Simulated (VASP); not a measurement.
# Ba3Cu: the relaxed cell at several levels

Aim: relax Ba3Cu with several functionals and dispersion schemes, and compare the cells. The levels: PBE, LDA, PBEsol, r2SCAN, PBE + D3(BJ), RPBE, BEEF-vdW and TPSS + D4. The cell is invented: it takes the structure of a Materials Project entry for RbBa3 (space group 225 there), with some of its atoms replaced by other elements, volume scaled by an estimate. It may not be a known or stable phase.

Main program and level: VASP 6.6.1; PBE; plane waves and PAW (Ba_sv, Cu), in the first sound run; inputs show where later runs differ.

## Step 1: Set-up

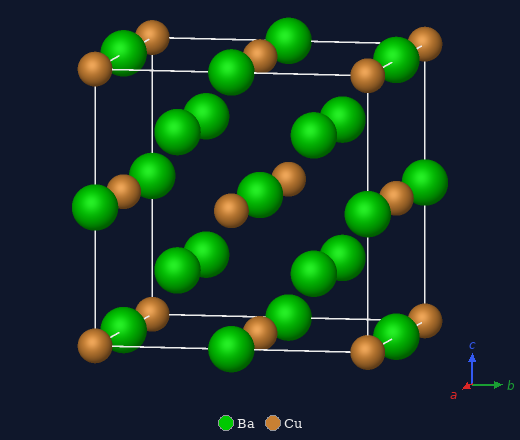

The starting structure, seen slightly off an axis (barium green, copper orange). This picture shows the conventional cell, with its axes. Some periodic images of atoms are drawn too.

As a file:

```xyz
4
Lattice="0.0000 4.6540 4.6540 4.6540 0.0000 4.6540 4.6540 4.6540 0.0000" Properties=species:S:1:pos:R:3 pbc="T T T"
Ba    2.3270    2.3270    2.3270
Ba    6.9810    6.9810    6.9810
Ba    4.6540    4.6540    4.6540
Cu    0.0000    0.0000    0.0000
```

## Step 2: Relaxation with PBE

The start need not lie at this functional's minimum. ISIF = 3 frees volume, shape and positions, and EDIFFG sets the threshold on forces and stress at which the search stops. PBE, the usual starting point, adds the gradient of the density.

Contents of INCAR:

```
SYSTEM = Ba3Cu
PREC = Accurate
ENCUT = 520
EDIFF = 1E-06
NELM = 100
ISMEAR = -1
SIGMA = 0.05
LREAL = .FALSE.
ALGO = Normal
GGA = PE
LORBIT = 11
LWAVE = .FALSE.
LCHARG = .FALSE.
KPAR = 2
IBRION = 2
NSW = 60
ISIF = 3
EDIFFG = -0.01
```

Contents of POSCAR:

```
Ba3Cu
1.0
    0.0000000000      4.6539880000      4.6539880000
    4.6539880000      0.0000000000      4.6539880000
    4.6539880000      4.6539880000      0.0000000000
Ba Cu
3 1
Direct
    0.2500000000      0.2500000000      0.2500000000
    0.7500000000      0.7500000000      0.7500000000
    0.5000000000      0.5000000000      0.5000000000
    0.0000000000      0.0000000000      0.0000000000
```

Contents of KPOINTS:

```
Automatic mesh
0
Gamma
4 4 4
0 0 0
```

PAW data sets: Ba_sv and Cu (PBE family, release 64).

Command:

```bash
$ mpirun -np 2 vasp_std
```

Output:

```text
[banner, memory and clock lines left out]
running    2 mpi-ranks, on    1 nodes
 distrk:  each k-point on    1 cores,    2 groups
 distr:  one band on    1 cores,    1 groups

 POSCAR found type information on POSCAR BaCu
 POSCAR found :  2 types and       4 ions
 LDA part: xc-table for (Slater+PW92), standard interpolation
 POSCAR, INCAR and KPOINTS ok, starting setup
 FFT: planning ... GRIDC
 FFT: planning ... GRID_SOFT
 FFT: planning ... GRID
 WAVECAR not read
 entering main loop
       N       E                     dE             d eps       ncg     rms          rms(c)
DAV:   1     0.398718572400E+03    0.39872E+03   -0.16327E+04   384   0.148E+03
DAV:   2     0.278089845945E+02   -0.37091E+03   -0.36560E+03   552   0.336E+02
DAV:   3    -0.634384582236E+01   -0.34153E+02   -0.33881E+02   552   0.116E+02
DAV:   4    -0.854581836493E+01   -0.22020E+01   -0.21856E+01   664   0.239E+01
DAV:   5    -0.862192382377E+01   -0.76105E-01   -0.75987E-01   520   0.444E+00    0.104E+01
DAV:   6    -0.112945453522E+02   -0.26726E+01   -0.68000E+01   520   0.999E+01    0.996E+00
DAV:   7    -0.840394452980E+01    0.28906E+01   -0.11600E+01   432   0.271E+01    0.409E+00
DAV:   8    -0.802716156827E+01    0.37678E+00   -0.16959E+00   552   0.936E+00    0.155E+00
DAV:   9    -0.802591643522E+01    0.12451E-02   -0.92658E-01   592   0.736E+00    0.148E+00
DAV:  10    -0.799776495866E+01    0.28151E-01   -0.16560E-01   648   0.371E+00    0.358E-01
DAV:  11    -0.799636230740E+01    0.14027E-02   -0.32459E-02   608   0.109E+00    0.602E-02
DAV:  12    -0.799653884357E+01   -0.17654E-03   -0.13485E-03   560   0.180E-01    0.578E-02
DAV:  13    -0.799650135580E+01    0.37488E-04   -0.86084E-04   552   0.264E-01    0.290E-02
DAV:  14    -0.799648717978E+01    0.14176E-04   -0.11332E-04   472   0.960E-02    0.584E-03
DAV:  15    -0.799648682416E+01    0.35562E-06   -0.75507E-06   544   0.135E-02
   1 F= -.79964868E+01 E0= -.79767286E+01  d E =-.799649E+01
 curvature:   0.00 expect dE= 0.000E+00 dE for cont linesearch  0.000E+00
 trial: gam= 0.00000 g(F)=  0.437E-51 g(S)=  0.944E-01 ort = 0.000E+00 (trialstep = 0.100E+01)
 search vector abs. value=  0.944E-01
 bond charge predicted
       N       E                     dE             d eps       ncg     rms          rms(c)
DAV:   1    -0.107912961733E+02   -0.27948E+01   -0.39410E+01   400   0.635E+01    0.244E+01
DAV:   2    -0.275670524229E+02   -0.16776E+02   -0.42035E+02   424   0.236E+02    0.197E+01
DAV:   3    -0.122145997092E+02    0.15352E+02   -0.47352E+01   464   0.588E+01    0.100E+01
DAV:   4    -0.815708071922E+01    0.40575E+01   -0.15358E+01   448   0.293E+01    0.260E+00
DAV:   5    -0.808269496166E+01    0.74386E-01   -0.17642E+00   608   0.558E+00    0.115E+00
DAV:   6    -0.807343934602E+01    0.92556E-02   -0.28020E-01   592   0.476E+00    0.588E-01
DAV:   7    -0.809120075177E+01   -0.17761E-01   -0.23515E-01   512   0.465E+00    0.924E-01
DAV:   8    -0.807567385537E+01    0.15527E-01   -0.71598E-02   552   0.273E+00    0.154E-01
DAV:   9    -0.807577133525E+01   -0.97480E-04   -0.15730E-02   600   0.702E-01    0.134E-01
DAV:  10    -0.807575188412E+01    0.19451E-04   -0.95946E-04   624   0.136E-01    0.103E-01
DAV:  11    -0.807563391508E+01    0.11797E-03   -0.21684E-04   544   0.117E-01    0.633E-02
DAV:  12    -0.807556539255E+01    0.68523E-04   -0.40460E-04   520   0.173E-01    0.454E-03
DAV:  13    -0.807557037530E+01   -0.49827E-05   -0.55120E-05   576   0.305E-02    0.736E-03
DAV:  14    -0.807557064233E+01   -0.26703E-06   -0.99702E-07   280   0.109E-02
   2 F= -.80755706E+01 E0= -.80576319E+01  d E =-.790838E-01
[...]
3 F= -.81104594E+01 E0= -.80914641E+01  d E =-.113973E+00
[...]
4 F= -.81426788E+01 E0= -.81175853E+01  d E =-.146192E+00
 curvature:  -2.18 expect dE=-0.462E-03 dE for cont linesearch -0.462E-03
 ZBRENT: extrapolating
 opt :   3.1295  next Energy=    -8.142999 (dE=-0.147E+00)
 bond charge predicted
       N       E                     dE             d eps       ncg     rms          rms(c)
DAV:   1    -0.818420297278E+01   -0.41524E-01   -0.81999E-01   384   0.101E+01    0.159E+00
DAV:   2    -0.819588228425E+01   -0.11679E-01   -0.90688E-01   496   0.110E+01    0.146E+00
DAV:   3    -0.814416618089E+01    0.51716E-01   -0.30142E-01   504   0.657E+00    0.250E-01
DAV:   4    -0.814573221654E+01   -0.15660E-02   -0.59235E-02   544   0.140E+00    0.352E-01
DAV:   5    -0.814374571517E+01    0.19865E-02   -0.99088E-03   576   0.850E-01    0.141E-01
DAV:   6    -0.814365510049E+01    0.90615E-04   -0.54141E-04   552   0.996E-02    0.107E-01
DAV:   7    -0.814350670057E+01    0.14840E-03   -0.10623E-03   560   0.258E-01    0.140E-02
DAV:   8    -0.814351803737E+01   -0.11337E-04   -0.93932E-05   552   0.459E-02    0.689E-03
DAV:   9    -0.814352091494E+01   -0.28776E-05   -0.54631E-06   456   0.221E-02    0.307E-03
DAV:  10    -0.814352088042E+01    0.34519E-07   -0.36176E-07   264   0.674E-03
   5 F= -.81435209E+01 E0= -.81179875E+01  d E =-.147034E+00
 curvature:  -1.51 expect dE=-0.696E-04 dE for cont linesearch -0.696E-04
 trial: gam=-0.02161 g(F)=  0.155E-50 g(S)=  0.461E-04 ort = 0.209E-02 (trialstep = 0.143E+01)
 search vector abs. value=  0.226E-07
 reached required accuracy - stopping structural energy minimisation
```

The job ended after 4.7 min (2 MPI ranks of AMD EPYC 7R43, shared host; peak memory 0.74 GiB).

The logs omit lines about the potential files and the build; timing stands in the text.

OUTCAR, selected parts (step 2):

```text
ion  position               nearest neighbor table
   1  0.250  0.250  0.250-   3 4.03   3 4.03   3 4.03   3 4.03   2 4.65   2 4.65   2 4.65   2 4.65
                             2 4.65   2 4.65
   2  0.750  0.750  0.750-   3 4.03   3 4.03   3 4.03   3 4.03   1 4.65   1 4.65   1 4.65   1 4.65
                             1 4.65   1 4.65
   3  0.500  0.500  0.500-   1 4.03   1 4.03   1 4.03   1 4.03   2 4.03   2 4.03   2 4.03   2 4.03

  LATTYP: Found a face centered cubic cell.
 ALAT       =     9.3079760000

 Subroutine GETGRP returns: Found 48 space group operations
 (whereof 48 operations were pure point group operations)

The static configuration has the point symmetry O_h .

 Found      8 irreducible k-points:

   k-points           NKPTS =      8   k-points in BZ     NKDIM =      8   number of bands    NBANDS=     24

   dimension x,y,z NGX =    50 NGY =   50 NGZ =   50
   dimension x,y,z NGXF=   100 NGYF=  100 NGZF=  100

   ENCUT  =  520.0 eV  38.22 Ry    6.18 a.u.  12.24 12.24 12.24*2*pi/ulx,y,z

   NELECT =      41.0000    total number of electrons

 k-points in reciprocal lattice and weights: Automatic mesh
   0.00000000  0.00000000  0.00000000       0.016
   0.25000000  0.00000000  0.00000000       0.125
   0.50000000  0.00000000  0.00000000       0.062
   0.25000000  0.25000000  0.00000000       0.094
   0.50000000  0.25000000  0.00000000       0.375
  -0.25000000  0.25000000  0.00000000       0.188
   0.50000000  0.50000000  0.00000000       0.047
  -0.25000000  0.50000000  0.25000000       0.094

 average (electrostatic) potential at core
       1 -38.1056       2 -38.1056       3 -38.4620       4 -67.8528

 E-fermi :   2.7532

 k-point     1 :       0.0000    0.0000    0.0000
  band No.  band energies     occupation
    ...
     19       2.3035      1.99975
     20       2.3035      1.99975
     21       2.7828      0.71182
     22       2.7828      0.71182
     23       2.7828      0.71181
     24       4.0005      0.00000

 k-point     2 :       0.2500    0.0000    0.0000
  band No.  band energies     occupation
    ...
     17       0.7401      2.00000
     18       0.7401      2.00000
     19       2.1047      2.00000
     20       2.2320      1.99994
     21       2.2320      1.99994
     22       3.2661      0.00007
     23       3.2661      0.00007
     24       3.5158      0.00000

 k-point     3 :       0.5000    0.0000    0.0000
  band No.  band energies     occupation
    ...
     17       0.7343      2.00000
     18       0.7343      2.00000
     19       1.5113      2.00000
     20       2.3708      1.99905
     21       2.3708      1.99905
     22       3.1597      0.00059
     23       3.3524      0.00001
     24       3.3524      0.00001

  Total       -0.0356885     -0.0356885     -0.0356885      0.0000000      0.0000000      0.0000000
  in kB       -0.3425101     -0.3425101     -0.3425101      0.0000000      0.0000000      0.0000000
  external PRESSURE =      -0.3425101 kB  Pullay stress =       0.0000000 kB

  energy-cutoff  :      520.00
  volume of cell :      166.94
      direct lattice vectors                 reciprocal lattice vectors
     0.000000000  4.370305548  4.370305548    -0.114408477  0.114408477  0.114408477
     4.370305548 -0.000000000  4.370305548     0.114408477 -0.114408477  0.114408477
     4.370305548  4.370305548  0.000000000     0.114408477  0.114408477 -0.114408477

 POSITION                                       TOTAL-FORCE (eV/Angst)
 -----------------------------------------------------------------------------------
      2.18515      2.18515      2.18515        -0.000000     -0.000000     -0.000000
      6.55546      6.55546      6.55546        -0.000000      0.000000      0.000000
      4.37031      4.37031      4.37031         0.000000     -0.000000     -0.000000
      0.00000      0.00000      0.00000         0.000000     -0.000000      0.000000
 -----------------------------------------------------------------------------------
    total drift:                               -0.000000     -0.000000      0.000000

  FREE ENERGIE OF THE ION-ELECTRON SYSTEM (eV)
  ---------------------------------------------------
  free  energy   TOTEN  =        -8.1435208804 eV

  energy  without entropy=       -8.0924541826  energy(sigma->0) =       -8.11798753

 reached required accuracy - stopping structural energy minimisation

 total charge
# of ion       s       p       d       tot
------------------------------------------
    1        2.069   5.530   0.368   7.968
    2        2.069   5.530   0.368   7.968
    3        2.047   5.514   0.489   8.050
    4        0.425   0.121   9.201   9.746
--------------------------------------------------
tot          6.609  16.696  10.427  33.732

[... 3 further parts left out ...]
```

CONTCAR:

```
Ba3Cu
   1.00000000000000
     0.0000000000000000    4.3703055480534658    4.3703055480534649
     4.3703055480534649   -0.0000000000000000    4.3703055480534649
     4.3703055480534649    4.3703055480534658    0.0000000000000000
  Ba              Cu
     3     1
Direct
     0.2500000000000000    0.2500000000000000    0.2500000000000000
     0.7500000000000000    0.7500000000000000    0.7500000000000000
     0.5000000000000000    0.5000000000000000    0.5000000000000000
     0.0000000000000000    0.0000000000000000    0.0000000000000000
```

This run has no spin polarisation. Its electron count is odd, so without a moment it is a metal by construction. The k-mesh is coarse for a metal. Harder data sets than Ba_sv exist (the GW ones), and pressures, volumes and forces can shift noticeably with them. After so large a change of volume the plane waves of the start cell no longer fit, so the final stress carries a basis-set error. The run keeps the 48 symmetry operations of its start, so it cannot find a distortion of lower symmetry.

Relaxation path:

```
step  energy less that of the first step (eV)  largest force (eV/Å)  pressure (GPa)  volume (Å³)
   1                                   0.0000                0.0000           -1.28       201.61
   2                                  -0.0791                0.0000           -0.79       190.05
   3                                  -0.1140                0.0000           -0.69       182.65
   4                                  -0.1462                0.0000           -0.07       168.44
   5                                  -0.1470                0.0000           -0.03       166.94
```

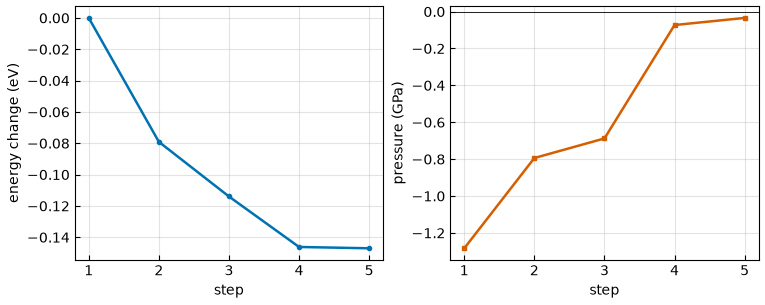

Energy and pressure along the relaxation.

```
conventional cell, symmetrised  before  after   change
                         a (Å)   9.308  8.741   -6.1 %
                         b (Å)   9.308  8.741   -6.1 %
                         c (Å)   9.308  8.741   -6.1 %
              volume (Å³/atom)   50.40  41.74  -17.2 %
```

The relaxed structure:

```cif
data_structure
_symmetry_space_group_name_H-M 'P 1'
_symmetry_Int_Tables_number 1
_cell_length_a 6.1805
_cell_length_b 6.1805
_cell_length_c 6.1805
_cell_angle_alpha 60.000
_cell_angle_beta 60.000
_cell_angle_gamma 60.000
_cell_volume 166.94
loop_
_atom_site_label
_atom_site_type_symbol
_atom_site_fract_x
_atom_site_fract_y
_atom_site_fract_z
_atom_site_occupancy
Ba1 Ba 0.25000 0.25000 0.25000 1
Ba2 Ba 0.75000 0.75000 0.75000 1
Ba3 Ba 0.50000 0.50000 0.50000 1
Cu4 Cu 0.00000 0.00000 0.00000 1
```

Numbers from this step:

- electrons: 41
- bands: 24
- irreducible k-points: 8
- symmetry operations: 48
- free energy (TOTEN): -8.144 eV
- energy at zero smearing: -8.118 eV
- Fermi energy: 2.753 eV
- pressure: -0.03425 GPa
- metallic: yes
- SCF cycles over all ionic steps: 78

It ends with forces that vanish by symmetry and a pressure of -0.03 GPa. The conventional cell has a = 8.741 Å.

[end of part 1 of 3]

[Lines on the potential files, build, host, timing and source positions are cut from VASP's logs without a mark.]

[Logs are printed without paths, hosts, clocks, repeated set-up lines and the standing remarks that a program may print on its own settings, such as how far it seeks lower states.]

[Hosts, paths, dates, database ids (printed as entryN), source tags and the programs' standing remarks are cut or masked in the printed files.]

[A measured line is paired with the nearest computed mode of its activity, which favours agreement.]
